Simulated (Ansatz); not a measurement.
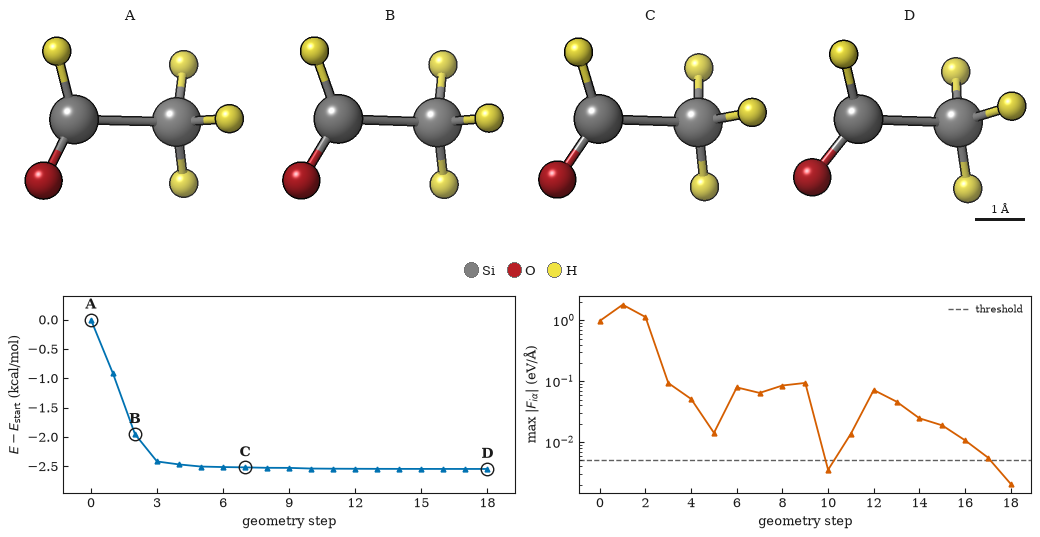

Frames of a relaxation of Si2H4O, marked on the history of the run. The picture is a ball-and-stick view, seen from a free direction.

It is one of the separated products of a reaction.

All numbers below come from RKS PBE0-D4/def2-TZVP in Ansatz 0.2.0. Settings: force threshold 0.005 eV/Å; at most 200 steps.

Describe the path.

The largest move after the best rigid fit is that of the O atom, 0.48 Å. Largest moves by element: O 0.48 Å, H 0.35 Å, Si 0.15 Å. Among the contacts that change: O–Si 1.539 → 1.521 Å, H–Si 1.501 → 1.496 Å, H–Si 1.486 → 1.481 Å. Among the angles between lasting bonds that change: H–Si–Si 111.1° → 114.4°, Si–Si–H 110.4° → 108.2°. Groups turn about Si–Si by about 30°. After 18 geometry steps the energy has fallen by 2.54 kcal/mol. The largest force component goes from 0.98 to 0.0021 eV/Å. The forces were under the threshold at step 10, but the run went on from there. From step 0 to 2: a Si atom moves most (0.14 Å), energy −1.95 kcal/mol. From step 2 to 7: the O atom moves most (0.21 Å), energy −0.57 kcal/mol. From step 7 to 18: an H atom moves most (0.21 Å), energy −0.03 kcal/mol.
